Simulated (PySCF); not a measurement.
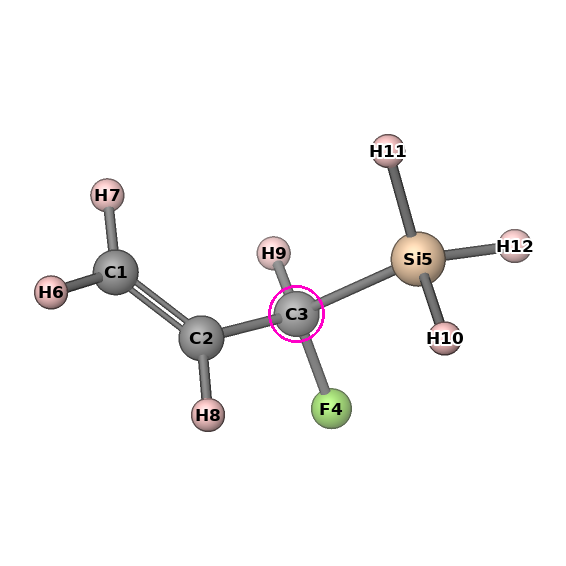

Distant atoms are faded towards the background colour. Circles mark the stereogenic atoms. The geometry was computed by an optimisation with PBE0-D3(BJ)/def2-SVP. No frequency run is at hand to confirm it as a minimum.

> Give the R/S and E/Z labels.

C3: R (priorities Si5 > F4 > C2 > H9).

> Write the isomeric SMILES.

C=C[C@H](F)[SiH3]
